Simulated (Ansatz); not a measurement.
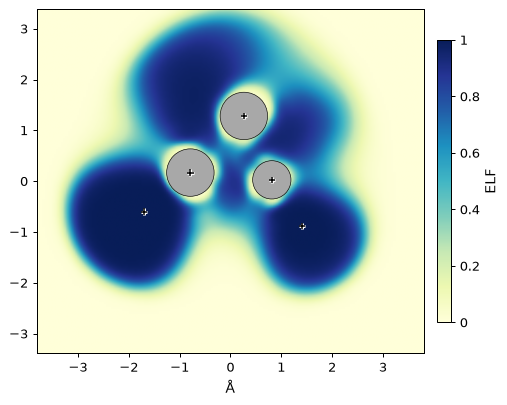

The ELF on a plane through atoms (crosses mark nuclei in the plane; grey discs cover the cores).

The calculation used isolated molecule in a Gaussian basis; Kohn-Sham density functional theory, functional PBE0 in Ansatz 0.2.0.

Candidates:
A. CHMgSi (SMILES [C]1=[Si+][MgH-]1) (doublet)
B. CH$_{2}$B$_{2}$ (SMILES B1=CB1)
C. AlBHNS (SMILES [Al][NH]B=S)

**Which candidate gave the map?**

Candidate B: CH$_{2}$B$_{2}$ on the molecular plane, which holds C, B and H. C–B (1.37 Å): the ELF peaks at about 0.80 between the atoms; a covalent bond. B–B (1.53 Å): the ELF peaks at about 0.75 between the atoms.
